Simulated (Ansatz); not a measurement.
The calculation's input:

```
crystal:
  periodic: [false, false, false]
  atoms:
    - {symbol: Si, position_ang: [-0.469962, 0.418863, -1.257422]}
    - {symbol: C, position_ang: [0.272917, -0.146140, 0.232738]}
    - {symbol: Br, position_ang: [2.101197, -0.834171, 0.303115]}
    - {symbol: H, position_ang: [-1.794778, 0.764747, -0.525801]}
    - {symbol: H, position_ang: [-0.109373, -0.203300, 1.247371]}
basis:
  gaussian: {orbitals: "def2-TZVPPD.json"}
total_charge: -1
hamiltonian: {xc: pbe0, dispersion: d4}
output: {orbitals: {seedname: orbitals}}
```

Launched as:

```sh
ansatz run in.yaml --threads 2 --pin off --events-out ev --progress --plain --max-ram 4352MiB
```

Geometry: PBE0-D4/def2-TZVPD.

All numbers below come from Ansatz 0.2.0, RKS PBE0-D4/def2-TZVPPD.

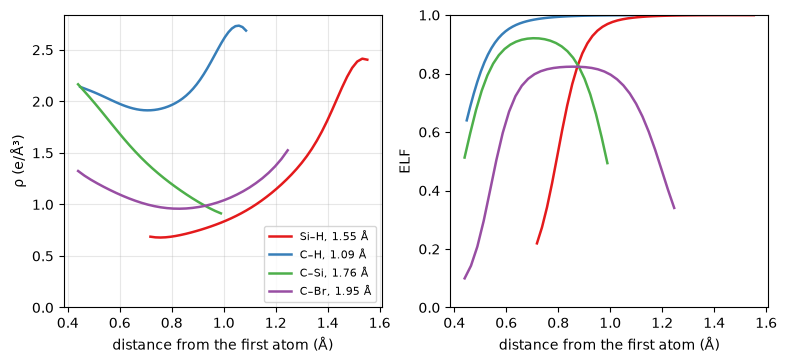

CH₂BrSi (SMILES [SiH-]=CBr) (charge −1). Electron density and electron localisation function along straight lines between neighbouring atoms. The curves leave out the atomic cores.

Q: Compare the contacts.

A: Si–H (1.55 Å): ρ is about 0.68 e/Å³ halfway; the ELF climbs to about 1 towards the hydrogen, as it does in any bond to H.
C–H (1.09 Å): the density is about 2 e/Å³ at the midpoint; the ELF climbs to about 1 towards the hydrogen; a covalent bond by its length.
C–Si (1.76 Å): the density is about 1.1 e/Å³ at the midpoint; the ELF peaks at about 0.90 between the atoms; localised, covalent bonding.
C–Br (1.95 Å): the density is about 1 e/Å³ at the midpoint; the ELF peaks at about 0.80 between the atoms (a covalent bond).
